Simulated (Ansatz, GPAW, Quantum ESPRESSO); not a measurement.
# The valence band of PH12C6N3 as photoemission sees it, part 5 of 8

Aim: the valence spectrum of PH12C6N3 from He I to hard X-rays, and which orbitals make each feature.

Ansatz 0.2.0, Quantum ESPRESSO 7.5 and GPAW 26.7.0; DFT, LDA, plane-wave PAW, default files, scalar-relativistic (the session's first sound run).

So far. Step 2 (Self-consistent run, DOS and bands): At this level the gap is 3.61 eV on the path. Step 3 (The same cell in Quantum ESPRESSO): At this level the gap is 3.61 eV on the k-mesh of the self-consistent run, which can miss the band edges.

## Step 5: Projected DOS and spectra

Level of this step: DFT, LDA, plane waves, ultrasoft GBRV pseudopotentials, scalar-relativistic (Quantum ESPRESSO).

projwfc.x splits the states by atom and shell, which the spectra need, since each shell has its own cross section.

The input, projwfc.in:

```
&projwfc
  prefix = 'pes'
  outdir = './tmp'
  filpdos = 'pes'
  ngauss = 0
  degauss = 0.00735
  DeltaE = 0.05
  Emin = -24.81
  Emax = 17.19
/
```

The run is started by

```bash
> OMP_NUM_THREADS=1 mpirun -n 2 projwfc.x -nk 2 -in projwfc.in > projwfc.out
```

The log of the run:

```text
[banner, memory and clock lines left out]
Program PROJWFC v.7.5 starts

          URL

     ./tmp/pes.save/

     IMPORTANT: XC functional enforced from input :
     Exchange-correlation= PZ
                           (   1   1   0   0   0   0   0)
     Any further DFT definition will be discarded
     Please, verify this is what you really want

     G-vector sticks info

     Gaussian broadening (read from input): ngauss,degauss=   0    0.007350

     Calling projwave ....

  Problem Sizes
  natomwfc =           52
  nbnd     =           68
  nkstot   =           32
  npwx     =         5415
  nkb      =          114

     Atomic states used for projection
     (read from pseudopotential files):

     state #   1: atom   1 (P  ), wfc  1 (l=0 m= 1)
     state #   2: atom   1 (P  ), wfc  2 (l=1 m= 1)
     state #   3: atom   1 (P  ), wfc  2 (l=1 m= 2)
     state #   4: atom   1 (P  ), wfc  2 (l=1 m= 3)
     state #   5: atom   2 (N  ), wfc  1 (l=0 m= 1)
     state #   6: atom   2 (N  ), wfc  2 (l=1 m= 1)
     state #   7: atom   2 (N  ), wfc  2 (l=1 m= 2)
     state #   8: atom   2 (N  ), wfc  2 (l=1 m= 3)
     state #   9: atom   3 (N  ), wfc  1 (l=0 m= 1)
     state #  10: atom   3 (N  ), wfc  2 (l=1 m= 1)
     state #  11: atom   3 (N  ), wfc  2 (l=1 m= 2)
     state #  12: atom   3 (N  ), wfc  2 (l=1 m= 3)
     state #  13: atom   4 (N  ), wfc  1 (l=0 m= 1)
     state #  14: atom   4 (N  ), wfc  2 (l=1 m= 1)
     state #  15: atom   4 (N  ), wfc  2 (l=1 m= 2)
     state #  16: atom   4 (N  ), wfc  2 (l=1 m= 3)
     state #  17: atom   5 (C  ), wfc  1 (l=0 m= 1)
     state #  18: atom   5 (C  ), wfc  2 (l=1 m= 1)
     state #  19: atom   5 (C  ), wfc  2 (l=1 m= 2)
     state #  20: atom   5 (C  ), wfc  2 (l=1 m= 3)
     state #  21: atom   6 (C  ), wfc  1 (l=0 m= 1)
     state #  22: atom   6 (C  ), wfc  2 (l=1 m= 1)
     state #  23: atom   6 (C  ), wfc  2 (l=1 m= 2)
     state #  24: atom   6 (C  ), wfc  2 (l=1 m= 3)
     state #  25: atom   7 (C  ), wfc  1 (l=0 m= 1)
     state #  26: atom   7 (C  ), wfc  2 (l=1 m= 1)
     state #  27: atom   7 (C  ), wfc  2 (l=1 m= 2)
     state #  28: atom   7 (C  ), wfc  2 (l=1 m= 3)
     state #  29: atom   8 (C  ), wfc  1 (l=0 m= 1)
     state #  30: atom   8 (C  ), wfc  2 (l=1 m= 1)
     state #  31: atom   8 (C  ), wfc  2 (l=1 m= 2)
     state #  32: atom   8 (C  ), wfc  2 (l=1 m= 3)
     state #  33: atom   9 (C  ), wfc  1 (l=0 m= 1)
     state #  34: atom   9 (C  ), wfc  2 (l=1 m= 1)
     state #  35: atom   9 (C  ), wfc  2 (l=1 m= 2)
     state #  36: atom   9 (C  ), wfc  2 (l=1 m= 3)
     state #  37: atom  10 (C  ), wfc  1 (l=0 m= 1)
     state #  38: atom  10 (C  ), wfc  2 (l=1 m= 1)
     state #  39: atom  10 (C  ), wfc  2 (l=1 m= 2)
     state #  40: atom  10 (C  ), wfc  2 (l=1 m= 3)
     state #  41: atom  11 (H  ), wfc  1 (l=0 m= 1)
     state #  42: atom  12 (H  ), wfc  1 (l=0 m= 1)
     state #  43: atom  13 (H  ), wfc  1 (l=0 m= 1)
     state #  44: atom  14 (H  ), wfc  1 (l=0 m= 1)
     state #  45: atom  15 (H  ), wfc  1 (l=0 m= 1)
     state #  46: atom  16 (H  ), wfc  1 (l=0 m= 1)
     state #  47: atom  17 (H  ), wfc  1 (l=0 m= 1)
     state #  48: atom  18 (H  ), wfc  1 (l=0 m= 1)
     state #  49: atom  19 (H  ), wfc  1 (l=0 m= 1)
     state #  50: atom  20 (H  ), wfc  1 (l=0 m= 1)
     state #  51: atom  21 (H  ), wfc  1 (l=0 m= 1)
     state #  52: atom  22 (H  ), wfc  1 (l=0 m= 1)

 k =   0.0000000000  0.0000000000  0.0000000000
==== e(   1) =   -18.15494 eV ====
     psi = 0.126*[#   5]+0.126*[#   9]+0.126*[#  13]+0.077*[#  17]+0.077*[#  21]
          +0.077*[#  25]+0.024*[#  29]+0.024*[#  33]+0.024*[#  37]+0.021*[#  20]
          +0.018*[#  16]+0.016*[#  23]+0.016*[#  27]+0.015*[#  30]+0.015*[#  34]
          +0.015*[#  38]+0.013*[#   7]+0.013*[#  11]+0.013*[#  41]+0.013*[#  42]
          +0.013*[#  43]+0.011*[#  44]+0.011*[#  45]+0.011*[#  46]+0.009*[#   2]
          +0.007*[#   1]+0.007*[#  18]+0.007*[#  22]+0.007*[#  26]+0.005*[#  24]
          +0.005*[#  28]+0.005*[#  47]+0.005*[#  48]+0.005*[#  49]+0.005*[#  50]
          +0.005*[#  51]+0.005*[#  52]+0.004*[#   8]+0.004*[#  12]+0.003*[#  40]
          +0.002*[#  31]+0.002*[#  35]
    |psi|^2 = 0.993
==== e(   2) =   -15.58292 eV ====
     psi = 0.151*[#   5]+0.151*[#   9]+0.151*[#  13]+0.045*[#  19]+0.040*[#  17]
          +0.040*[#  21]+0.040*[#  25]+0.036*[#  29]+0.036*[#  33]+0.036*[#  37]
          +0.034*[#  24]+0.034*[#  28]+0.020*[#  30]+0.020*[#  34]+0.020*[#  38]
          +0.012*[#  23]+0.012*[#  27]+0.008*[#  15]+0.007*[#   8]+0.007*[#  12]
          +0.005*[#  44]+0.005*[#  45]+0.005*[#  46]+0.005*[#  41]+0.005*[#  42]
          +0.005*[#  43]+0.005*[#  47]+0.005*[#  48]+0.005*[#  49]+0.005*[#  50]
          +0.005*[#  51]+0.005*[#  52]+0.004*[#   7]+0.004*[#  11]+0.004*[#   3]
          +0.004*[#   4]+0.003*[#   6]+0.003*[#  10]+0.003*[#  14]+0.003*[#  18]
          +0.003*[#  22]+0.003*[#  26]+0.002*[#  16]+0.002*[#  20]
    |psi|^2 = 0.995
==== e(   3) =   -15.58292 eV ====
     psi = 0.151*[#   5]+0.151*[#   9]+0.151*[#  13]+0.045*[#  19]+0.040*[#  17]
          +0.040*[#  21]+0.040*[#  25]+0.036*[#  29]+0.036*[#  33]+0.036*[#  37]
          +0.034*[#  24]+0.034*[#  28]+0.020*[#  30]+0.020*[#  34]+0.020*[#  38]
[...]
+0.003*[#  22]+0.003*[#  26]+0.002*[#  16]+0.002*[#  20]
    |psi|^2 = 0.995
==== e(   4) =   -12.25507 eV ====
     psi = 0.158*[#   1]+0.107*[#  29]+0.107*[#  33]+0.107*[#  37]+0.047*[#   6]
[...]
+0.001*[#  45]+0.001*[#  46]
    |psi|^2 = 0.991
==== e(   5) =   -10.68994 eV ====
     psi = 0.093*[#  17]+0.093*[#  21]+0.093*[#  25]+0.065*[#  29]+0.065*[#  33]
[...]
+0.002*[#  40]+0.002*[#  24]+0.002*[#  28]+0.001*[#  19]
    |psi|^2 = 0.990
==== e(   6) =   -10.68994 eV ====
     psi = 0.093*[#  17]+0.093*[#  21]+0.093*[#  25]+0.065*[#  29]+0.065*[#  33]
[...]
+0.002*[#  40]+0.002*[#  24]+0.002*[#  28]+0.001*[#  19]
    |psi|^2 = 0.990
==== e(   7) =    -9.07992 eV ====
     psi = 0.059*[#  29]+0.059*[#  33]+0.059*[#  37]+0.047*[#  19]+0.040*[#  15]
[...]
|psi|^2 = 0.985
==== e(   8) =    -9.07992 eV ====
     psi = 0.059*[#  29]+0.059*[#  33]+0.059*[#  37]+0.047*[#  19]+0.040*[#  15]
[...]
|psi|^2 = 0.985
==== e(   9) =    -8.28916 eV ====
     psi = 0.192*[#   1]+0.070*[#  30]+0.070*[#  34]+0.070*[#  38]+0.041*[#  18]
[...]
+0.002*[#  52]
    |psi|^2 = 0.986
==== e(  10) =    -7.32933 eV ====
     psi = 0.092*[#   1]+0.076*[#  40]+0.066*[#  20]+0.057*[#  31]+0.057*[#  35]
[...]
+0.001*[#  38]
    |psi|^2 = 0.975
[...]
+0.001*[#  21]+0.001*[#  25]
    |psi|^2 = 0.985
==== e(  16) =    -4.47472 eV ====
     psi = 0.058*[#  30]+0.058*[#  34]+0.058*[#  38]+0.058*[#  39]+0.047*[#   3]
[...]
+0.001*[#  21]+0.001*[#  25]
    |psi|^2 = 0.985
[...]
+0.002*[#  14]+0.001*[#  17]+0.001*[#  21]+0.001*[#  25]
[...]
+0.002*[#  14]+0.001*[#  17]+0.001*[#  21]+0.001*[#  25]
[...]
+0.001*[#   7]+0.001*[#  11]+0.001*[#  16]
[...]
+0.001*[#   7]+0.001*[#  11]+0.001*[#  16]
[...]
+0.005*[#  25]+0.005*[#  32]+0.005*[#  36]
[...]
+0.010*[#  11]
[...]
+0.001*[#  13]+0.001*[#  19]
[...]
+0.001*[#  13]+0.001*[#  19]
[...]
+0.002*[#  25]+0.001*[#  32]+0.001*[#  36]
[...]
+0.002*[#  33]+0.002*[#  37]
[...]
+0.003*[#  38]
[...]
+0.003*[#  38]
[...]
+0.003*[#  32]+0.003*[#  36]+0.002*[#  24]+0.002*[#  28]
[...]
+0.001*[#  16]
[...]
+0.001*[#  16]
[...]
+0.003*[#  11]
[...]
+0.002*[#  21]+0.002*[#  25]
[...]
+0.002*[#  21]+0.002*[#  25]
[...]
+0.002*[#  26]
[...]
+0.002*[#  26]
[...]
+0.002*[#  45]+0.002*[#  46]+0.002*[#   2]
[...]
+0.001*[#   7]+0.001*[#  11]
[...]
+0.001*[#  26]
[...]
+0.001*[#  26]
[...]
+0.001*[#   5]
[...]
+0.002*[#  37]
[...]
+0.002*[#  37]
[...]
+0.004*[#  26]+0.002*[#  17]+0.002*[#  21]+0.002*[#  25]
[...]
+0.002*[#  32]+0.002*[#  36]
[...]
+0.002*[#  35]+0.001*[#   8]+0.001*[#  12]
[...]
+0.002*[#  35]+0.001*[#   8]+0.001*[#  12]
[...]
+0.002*[#  35]+0.002*[#  24]+0.002*[#  28]
[...]
+0.001*[#   8]+0.001*[#  12]+0.001*[#  23]+0.001*[#  27]
[...]
+0.001*[#  31]+0.001*[#  35]
[...]
+0.001*[#  31]+0.001*[#  35]
[...]
k =   0.0000000000 -0.1205343844  0.1433262127
[...]
+0.003*[#  31]+0.003*[#  35]
[...]
+0.003*[#  22]+0.003*[#  26]+0.002*[#  16]+0.002*[#  20]
[...]
+0.003*[#  22]+0.003*[#  26]+0.002*[#  16]+0.002*[#  20]
[...]
+0.001*[#  24]+0.001*[#  28]
[...]
+0.002*[#  39]+0.002*[#  24]+0.002*[#  28]+0.001*[#  19]
[...]
+0.002*[#  24]+0.002*[#  28]+0.002*[#  40]+0.001*[#  19]
[...]
+0.002*[#  52]+0.001*[#   8]+0.001*[#  12]
[...]
+0.009*[#  22]+0.009*[#  26]+0.006*[#   2]
[...]
+0.001*[#  10]+0.001*[#  14]
[...]
+0.002*[#   5]+0.002*[#   9]+0.002*[#  13]
[...]
+0.002*[#   5]+0.002*[#   9]+0.002*[#  13]+0.001*[#  16]
[...]
+0.003*[#   2]+0.003*[#  17]+0.003*[#  21]+0.003*[#  25]
[...]
+0.002*[#  29]+0.002*[#  33]+0.002*[#  37]
[...]
+0.003*[#  38]
[...]
+0.001*[#  19]
[...]
+0.002*[#  14]+0.001*[#   7]+0.001*[#  11]
[...]
+0.001*[#  20]
[...]
+0.002*[#   2]
[...]
+0.002*[#  25]+0.001*[#   7]+0.001*[#  11]
[...]
+0.001*[#  39]
[...]
+0.002*[#  29]+0.002*[#  33]+0.002*[#  37]
[...]
+0.002*[#  25]
[...]
+0.002*[#  40]+0.001*[#  16]
[...]
+0.001*[#   3]+0.001*[#   4]
[...]
+0.001*[#   4]+0.001*[#  15]
[...]
+0.001*[#  22]+0.001*[#  26]
[...]
+0.002*[#  26]+0.002*[#  19]
[...]
+0.002*[#  43]+0.002*[#  32]+0.002*[#  36]+0.001*[#  19]
[...]
+0.002*[#  19]+0.002*[#  44]+0.002*[#  4
[... cut ...]
*[#  44]+0.021*[#  45]+0.021*[#  46]
[...]
+0.002*[#  13]+0.002*[#  24]+0.002*[#  28]+0.001*[#  19]
[...]
+0.002*[#  13]+0.002*[#  24]+0.002*[#  28]+0.001*[#  19]
[...]
+0.003*[#   8]+0.003*[#  12]
[...]
+0.010*[#   8]+0.010*[#  12]+0.002*[#   2]
[...]
+0.002*[#  17]+0.002*[#  21]+0.002*[#  25]
[...]
+0.002*[#  17]+0.002*[#  21]+0.002*[#  25]+0.001*[#  15]
[...]
+0.002*[#  37]+0.002*[#  38]+0.002*[#   1]
[...]
+0.002*[#  39]+0.001*[#  24]+0.001*[#  28]
[...]
+0.007*[#  11]+0.001*[#  20]+0.001*[#  16]
[...]
+0.001*[#   2]
[...]
+0.003*[#  29]+0.003*[#  33]+0.003*[#  37]+0.002*[#   2]
[...]
+0.004*[#  19]+0.003*[#  29]+0.003*[#  33]+0.003*[#  37]
    |psi|^2 = 0.991
==== e(  24) =    -1.74073 eV ====
     psi = 0.099*[#  40]+0.077*[#  31]+0.077*[#  35]+0.054*[#   3]+0.054*[#   4]
[...]
+0.003*[#  37]
    |psi|^2 = 0.992
==== e(  25) =    -1.60575 eV ====
     psi = 0.113*[#   2]+0.071*[#  40]+0.063*[#   1]+0.055*[#  31]+0.055*[#  35]
[...]
+0.002*[#  29]+0.002*[#  33]+0.002*[#  37]+0.001*[#  19]
    |psi|^2 = 0.990
==== e(  26) =     1.72138 eV ====
     psi = 0.437*[#   2]+0.072*[#   6]+0.072*[#  10]+0.072*[#  14]+0.066*[#   1]
[...]
+0.001*[#  45]+0.001*[#  46]
    |psi|^2 = 0.981
==== e(  27) =     1.95462 eV ====
     psi = 0.179*[#  16]+0.140*[#   7]+0.140*[#  11]+0.061*[#   8]+0.061*[#  12]
[...]
+0.001*[#  20]+0.001*[#  21]+0.001*[#  25]
    |psi|^2 = 0.981
==== e(  28) =     2.04392 eV ====
     psi = 0.186*[#  16]+0.145*[#   7]+0.145*[#  11]+0.063*[#   8]+0.063*[#  12]
[...]
+0.002*[#  38]+0.001*[#  23]+0.001*[#  27]+0.001*[#   1]
    |psi|^2 = 0.980
==== e(  29) =     5.93678 eV ====
     psi = 0.148*[#   3]+0.148*[#   4]+0.052*[#  29]+0.052*[#  33]+0.052*[#  37]
[...]
+0.001*[#  22]+0.001*[#  26]
    |psi|^2 = 0.806
==== e(  30) =     6.00691 eV ====
     psi = 0.145*[#   3]+0.145*[#   4]+0.052*[#  29]+0.052*[#  33]+0.052*[#  37]
[...]
+0.017*[#  45]+0.017*[#  46]+0.014*[#   6]+0.014*[#  10]+0.014*[#  14]
          +0.014*[#  31]+0.014*[#  35]+0.012*[#  41]+0.012*[#  42]+0.012*[#  43]
          +0.008*[#  15]+0.007*[#  47]+0.007*[#  48]+0.007*[#  49]+0.007*[#  50]
          +0.007*[#  51]+0.007*[#  52]+0.006*[#   8]+0.006*[#  12]+0.005*[#  32]
          +0.005*[#  36]+0.003*[#   2]+0.003*[#   7]+0.003*[#  11]+0.002*[#  30]
          +0.002*[#  34]+0.002*[#  38]+0.001*[#  18]+0.001*[#  20]+0.001*[#  22]
          +0.001*[#  26]+0.001*[#  23]+0.001*[#  27]
    |psi|^2 = 0.794
==== e(  31) =     7.21773 eV ====
     psi = 0.026*[#  47]+0.026*[#  48]+0.026*[#  49]+0.026*[#  50]+0.026*[#  51]
          +0.026*[#  52]+0.026*[#   5]+0.026*[#   9]+0.026*[#  13]+0.025*[#  44]
          +0.025*[#  45]+0.025*[#  46]+0.025*[#  41]+0.025*[#  42]+0.025*[#  43]
```

The job ended after 2.6 s (2 MPI ranks of Arm Neoverse V2, shared host; 5.5 s of CPU time).

Numbers from this step:

| Property | Result |
| --- | --- |
| gap from the DOS mesh | 3.607 eV |
| share of occupied states in no projected shell | 0.0093 of the occupied states in the window |

The DOS has structure finer than the step of the table below, so its rows give means over 2.5 eV, whole bins alone (the curve runs from -20.5 to 15.1 eV). Peaks (eV: height): total -17.73: 20.1, -7.43: 18.9, -4.33: 17.7, -3.83: 19.2; C 2p -7.43: 10.1, -6.33: 6.88, -4.33: 10.0, -3.83: 9.82; N 2p -12.83: 4.32, -7.53: 4.07, -3.83: 3.05, -0.43: 5.67; H 1s -12.83: 3.58, -11.13: 2.92, -7.43: 3.88, -4.33: 5.34; C 2s -17.73: 4.65, -14.33: 3.47, -12.83: 8.05, -11.13: 3.87.

The DOS by E, zero at the valence-band maximum; means over each step; 7 of 8 lines; values in states/eV/cell:

| E (eV) | total | C 2p | N 2p | H 1s | C 2s | P 3p | N 2s |
| --- | --- | --- | --- | --- | --- | --- | --- |
| -17.5 | 1.60 | 0.329 | 0.0641 | 0.0989 | 0.369 | 0.0136 | 0.716 |
| -15.0 | 0.801 | 0.0625 | 0.131 | 0.131 | 0.321 | 0.0186 | 0.00263 |
| -12.5 | 1.85 | 0.108 | 0.448 | 0.380 | 0.816 | 0.0400 | 0.0365 |
| -10.0 | 2.93 | 0.996 | 0.445 | 0.519 | 0.437 | 0.0644 | 0.207 |
| -7.5 | 4.36 | 2.30 | 0.927 | 0.790 | 0.140 | 0.112 | 0.00855 |
| -5.0 | 6.64 | 3.44 | 1.10 | 1.56 | 0.0738 | 0.269 | 0.0790 |
| -2.5 | 1.02 | 0.317 | 0.236 | 0.105 | 0.0146 | 0.161 | 0.0945 |
| 0.0 | 2.40 | 0.164 | 1.36 | 0.137 | 0.0136 | 0.556 | 0.0751 |
| 2.5 | 0.0805 | 0.0106 | 0.00286 | 0.0153 | 0.0146 | 0.0182 | 0.00167 |
| 5.0 | 4.76 | 0.962 | 0.142 | 1.10 | 0.464 | 0.559 | 0.186 |
| 7.5 | 5.60 | 1.21 | 0.256 | 1.23 | 0.279 | 0.236 | 0.171 |
| 10.0 | 8.17 | 1.92 | 0.931 | 1.46 | 0.536 | 0.147 | 0.234 |
| 12.5 | 6.10 | 0.862 | 0.514 | 0.635 | 0.369 | 0.0851 | 0.112 |

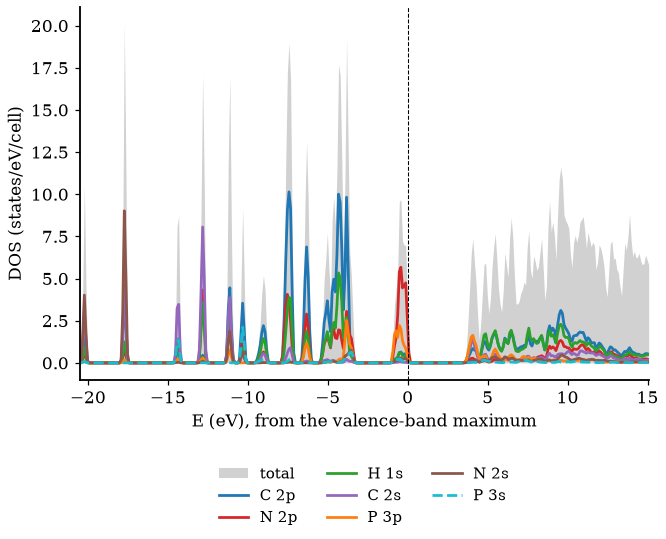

DOS, plotted against E.

Maxima picked by a test of local sharpness, so broad peaks and shoulders can be missing; peaks within 0.45 eV of a curve's cut are left out. Valence peaks, by row, the first 40 of 50 rows:

| photon energy (eV) | binding energy (eV) | height (% of the maximum within 13 eV) | main shell | its share (%) |
| --- | --- | --- | --- | --- |
| 21.2 | 9.05 | 18.78 | C 2p | 52.41 |
| 21.2 | 7.45 | 85.19 | C 2p | 57.54 |
| 21.2 | 6.3 | 50.87 | C 2p | 58.68 |
| 21.2 | 4.25 | 100 | C 2p | 59.53 |
| 21.2 | 3.85 | 80.55 | C 2p | 59.55 |
| 21.2 | 0.4501 | 52.44 | N 2p | 79.11 |
| 100 | 17.7 | 68.66 | N 2s | 61.54 |
| 100 | 14.35 | 31.61 | C 2s | 58.28 |
| 100 | 12.8 | 67.3 | C 2s | 64.45 |
| 100 | 11.15 | 66.59 | C 2s | 35.44 |
| 100 | 10.35 | 34.58 | C 2p | 24.47 |
| 100 | 9.05 | 23.18 | C 2p | 36.27 |
| 100 | 7.45 | 89.05 | C 2p | 45.44 |
| 100 | 6.35 | 55.67 | C 2p | 44.2 |
| 100 | 4.25 | 86.89 | C 2p | 56.47 |
| 100 | 3.8 | 99.97 | C 2p | 38.32 |
| 100 | 0.4501 | 100 | N 2p | 70.29 |
| 1487 | 17.7 | 159.7 | N 2s | 76.93 |
| 1487 | 14.35 | 73.42 | C 2s | 50.68 |
| 1487 | 12.8 | 96.34 | C 2s | 90.95 |
| 1487 | 11.15 | 99.22 | C 2s | 48.05 |
| 1487 | 10.35 | 87.64 | P 3s | 65.53 |
| 1487 | 9.05 | 26.09 | C 2s | 44.13 |
| 1487 | 7.4 | 38.33 | C 2s | 46.67 |
| 1487 | 6.35 | 18.02 | P 3p | 45.53 |
| 1487 | 4.65 | 23.98 | N 2s | 26.19 |
| 1487 | 3.65 | 100 | P 3s | 38.33 |
| 1487 | 0.5001 | 69.99 | P 3p | 36.81 |
| 5415 | 17.7 | 121.1 | N 2s | 78.87 |
| 5415 | 14.35 | 72.59 | P 3s | 60.96 |
| 5415 | 12.8 | 67.37 | C 2s | 91.99 |
| 5415 | 11.15 | 72.88 | C 2s | 46.27 |
| 5415 | 10.3 | 100 | P 3s | 79.01 |
| 5415 | 9.05 | 24.93 | P 3s | 60.85 |
| 5415 | 7.4 | 28.69 | C 2s | 44.11 |
| 5415 | 6.35 | 7.485 | P 3p | 36.3 |
| 5415 | 4.75 | 17.75 | P 3s | 45.79 |
| 5415 | 3.6 | 89.92 | P 3s | 59.72 |
| 5415 | 0.5001 | 47.39 | P 3s | 48.51 |
| 5950 | 17.7 | 117.7 | N 2s | 78.94 |

Spectra as before, but with a recipe of its own (widths, and in some runs the light), which changes peak heights and what is resolved: Gaussian 0.2 eV, Lorentzian 0.05 eV plus 0.03 times the binding energy, linear light, analyser at 30°, Fermi edge at 300 K; some photon energies differ too.

(Continued in part 6 of 8.)

[Logs are printed without paths, hosts, clocks, repeated set-up lines and the standing remarks that a program may print on its own settings, such as how far it seeks lower states.]

[Hosts, paths, dates, database ids (printed as entryN), source tags and the programs' standing remarks are cut or masked in the printed files.]

[Maps of the electrostatic potential energy from Ansatz leave out the sawtooth potential of an applied field or a dipole correction, so their vacuum need not be flat; work functions include it.]

[Peak lists hold at most the 14 tallest peaks of each spectrum; further lines can be left out.]
